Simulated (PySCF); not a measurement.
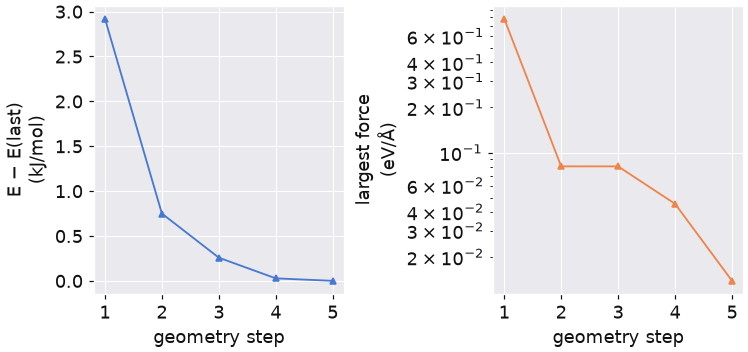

History of a geometry optimisation. Metal Hydrosulfide; PySCF 2.14.0, density fitting, PBE0-D3(BJ)/def2-SVP, geometry optimisation.

The optimisation met its thresholds at geometry 5, counting the start as the first. The energy fell by about 2.9 kJ/mol from the first step to the last. The largest force goes from about 0.78 eV/Å at the start to 0.014 eV/Å at the end.
